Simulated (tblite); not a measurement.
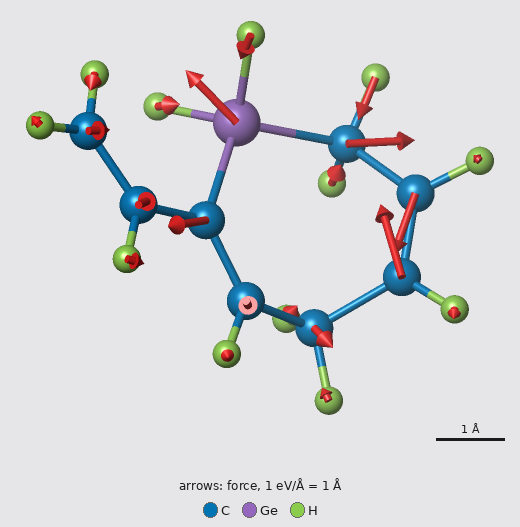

Starting geometry of C₈H₁₂Ge with the computed forces as red arrows. Style: ball-and-stick. Shown at a tilt.

All numbers below come from GFN2-xTB geometry optimisation, gas phase in tblite. 

What follows when this structure is relaxed?

Answer. It isn't relaxed: the largest force vector, on a C atom, is 1.31 eV/Å. The final displacements follow the starting forces only in part (cosine between the two patterns 0.33). After 48 geometry steps the energy has fallen by 12.6 kJ/mol. The largest move after the best rigid fit is that of an H atom, 0.12 Å. Largest moves by element: H 0.12 Å, Ge 0.04 Å, C 0.03 Å. Among the contacts that change: C–Ge 1.947 → 1.994 Å, Ge–H 1.549 → 1.509 Å, C–C 1.482 → 1.453 Å, C–Ge 1.951 → 1.972 Å. Bond angles that change, for instance: C–C–H 112.4° → 109.6°, C–C–H 118.0° → 115.5°, H–Ge–H 108.2° → 105.8°. The run took 0.71 s on 1 thread of Arm Neoverse N1 (shared host).
